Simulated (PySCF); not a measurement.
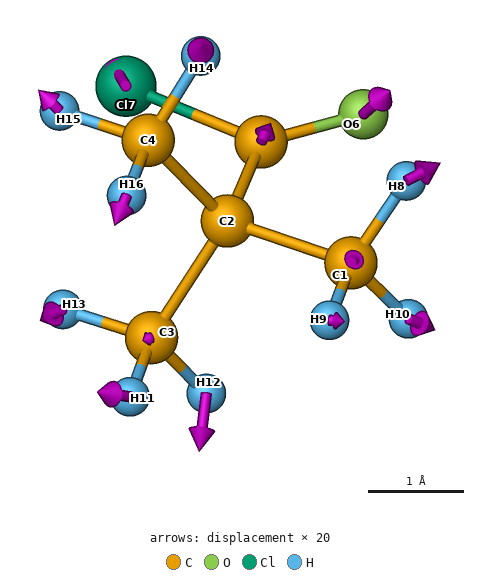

This is a relaxation of C5H9ClO. The starting structure is drawn; purple arrows show the displacements, 20 times their true length. The two geometries are superimposed by the best rigid fit.

Style: ball-and-stick. Shown at a tilt.

The start comes from GFN2-xTB.

Computed with PBE0-D3(BJ)/def2-SVP geometry optimisation, gas phase (PySCF). 

Q: Which element moves most?

A: Chlorine: up to 0.046 Å, against 0.032 Å for oxygen.

Q: Describe the change and its energy.

A: The atom that moves furthest after the best rigid fit is the Cl atom (0.046 Å). By element the largest moves are Cl 0.046 Å, O 0.032 Å, H 0.032 Å, C 0.014 Å. Among the contacts that change: C–Cl 1.776 → 1.804 Å, C–C 1.508 → 1.524 Å, C–H 1.087 → 1.100 Å. After 5 geometry steps the energy has fallen by 4.03 kJ/mol.
